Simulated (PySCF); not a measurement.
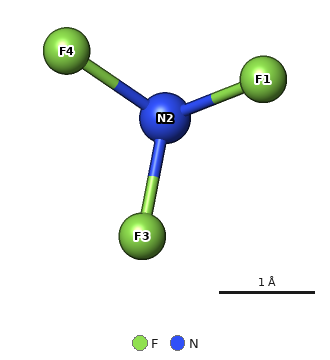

**Figure 1.** The structure as given in the input (ball-and-stick view, seen at a tilt; atoms are numbered from 1 in the order of the input).

## What a change does: NMR shielding calculation on NF3

System: NF3 (nitrogen trifluoride).
Method of run A: GIAO PBE0/pcSseg-1 NMR shielding, non-relativistic, IEF-PCM water (PySCF 2.14.0).

The geometry comes from this level: PBE0-D3(BJ)/def2-SVP. Text and figures count atoms from 1; the logs count them from 0 in places.

**The input, run A**
```
{"job": {"kind": "nmr", "xc": "PBE0", "basis": "pcSseg-1", "solvent": "water", "pop": false}, "charge": 0, "multiplicity": 1}
F     -0.551377     1.072762    -0.165755
N      0.007593    -0.003079     0.432855
F     -0.644403    -1.033105    -0.151295
F      1.226177    -0.061947    -0.148815
```

The first line tells a small driver script what to run in PySCF; the rest is the geometry in Å.

Command:
```bash
OMP_NUM_THREADS=1 python <driver script> task.json out
```

Hardware: 1 CPU thread, shared host.

**Output (run A)**
```
coarse grid: 4320 points
cycle   1  E = -353.4839520330  dE =  6.805e-01  |g| = 1.054e+00  |ddm| = 1.839e+00
cycle   2  E = -353.0565913485  dE =  4.274e-01  |g| = 2.013e+00  |ddm| = 1.305e+00
cycle   3  E = -353.6792157978  dE = -6.226e-01  |g| = 5.477e-02  |ddm| = 8.276e-01
cycle   4  E = -353.6796286875  dE = -4.129e-04  |g| = 2.689e-02  |ddm| = 4.263e-02
cycle   5  E = -353.6797189627  dE = -9.028e-05  |g| = 3.709e-03  |ddm| = 1.240e-02
cycle   6  E = -353.6797217017  dE = -2.739e-06  |g| = 5.249e-04  |ddm| = 2.954e-03
final grid: 45808 points
cycle   7  E = -353.7177672278  dE = -1.151e-05  |g| = 2.972e-03  |ddm| = 7.079e-03
cycle   8  E = -353.7177649558  dE =  2.272e-06  |g| = 4.876e-03  |ddm| = 4.094e-03
cycle   9  E = -353.7177689293  dE = -3.974e-06  |g| = 3.982e-04  |ddm| = 2.256e-03
cycle  10  E = -353.7177689510  dE = -2.169e-08  |g| = 8.376e-05  |ddm| = 2.571e-04
cycle  11  E = -353.7177689521  dE = -1.102e-09  |g| = 2.296e-05  |ddm| = 6.875e-05
cycle  12  E = -353.7177689521  dE = -5.764e-11  |g| = 1.444e-05  |ddm| = 2.115e-05
converged SCF energy = -353.7177689521

GIAO shielding tensors (ppm)
atom      isotropic    diamagn.    paramagn.     s11        s22        s33       span
  0 F       83.090     470.830    -387.741   -132.695     75.161    306.802    439.497
  1 N     -134.851     287.209    -422.060   -169.224   -168.799    -66.528    102.696
  2 F       83.274     470.822    -387.548   -132.185     75.466    306.541    438.726
  3 F       83.437     470.807    -387.369   -131.820     75.813    306.318    438.138
```

For run B the input was changed thus:
```diff
-"solvent": "water"
-"pop": false
+"solvent": "tetrahydrofuran"
+"pop": true
```

Predict how the results change.

The total energy of run B is 0.09 kcal/mol higher: the change of the electrostatic solvation energy at this fixed geometry, without cavity or dispersion terms. Of all shieldings, the largest change is that of F1, F3 and F4, by −0.2 ppm. The number of SCF iterations is the same.

**Output (run B)**
```
coarse grid: 4320 points
cycle   1  E = -353.4828061424  dE =  6.816e-01  |g| = 1.057e+00  |ddm| = 1.839e+00
cycle   2  E = -353.0456335479  dE =  4.372e-01  |g| = 2.031e+00  |ddm| = 1.312e+00
cycle   3  E = -353.6790735978  dE = -6.334e-01  |g| = 5.515e-02  |ddm| = 8.341e-01
cycle   4  E = -353.6794924184  dE = -4.188e-04  |g| = 2.699e-02  |ddm| = 4.286e-02
cycle   5  E = -353.6795834832  dE = -9.106e-05  |g| = 3.741e-03  |ddm| = 1.237e-02
cycle   6  E = -353.6795862612  dE = -2.778e-06  |g| = 5.380e-04  |ddm| = 2.965e-03
final grid: 45808 points
cycle   7  E = -353.7176317519  dE = -1.150e-05  |g| = 2.980e-03  |ddm| = 7.080e-03
cycle   8  E = -353.7176294228  dE =  2.329e-06  |g| = 4.916e-03  |ddm| = 4.111e-03
cycle   9  E = -353.7176334591  dE = -4.036e-06  |g| = 3.973e-04  |ddm| = 2.272e-03
cycle  10  E = -353.7176334807  dE = -2.157e-08  |g| = 8.365e-05  |ddm| = 2.562e-04
cycle  11  E = -353.7176334818  dE = -1.087e-09  |g| = 2.376e-05  |ddm| = 6.785e-05
cycle  12  E = -353.7176334818  dE = -6.622e-11  |g| = 1.470e-05  |ddm| = 2.152e-05
converged SCF energy = -353.7176334818

GIAO shielding tensors (ppm)
atom      isotropic    diamagn.    paramagn.     s11        s22        s33       span
  0 F       82.911     470.814    -387.903   -132.923     75.042    306.613    439.536
  1 N     -134.762     287.239    -422.000   -169.068   -168.644    -66.573    102.495
  2 F       83.100     470.806    -387.706   -132.407     75.353    306.354    438.761
  3 F       83.263     470.790    -387.527   -132.041     75.700    306.131    438.172
```

**The two runs side by side**

| quantity | run A | run B |
| --- | --- | --- |
| outcome | converged | converged |
| total energy (hartree) | −353.717769 | −353.717633 |
| HOMO (eV) | −10.02 | −10.03 |
| LUMO (eV) | 1.22 | 1.21 |
| dipole moment (D) | 0.15 | 0.15 |
| shielding of F1 (ppm) | 83.1 | 82.9 |
| shielding of N2 (ppm) | −134.9 | −134.8 |
| shielding of F3 (ppm) | 83.3 | 83.1 |
| shielding of F4 (ppm) | 83.4 | 83.3 |
| SCF iterations | 12 | 12 |
| basis functions | 68 | 68 |
| wall time (shared host) | 1.6 s | 2.2 s |
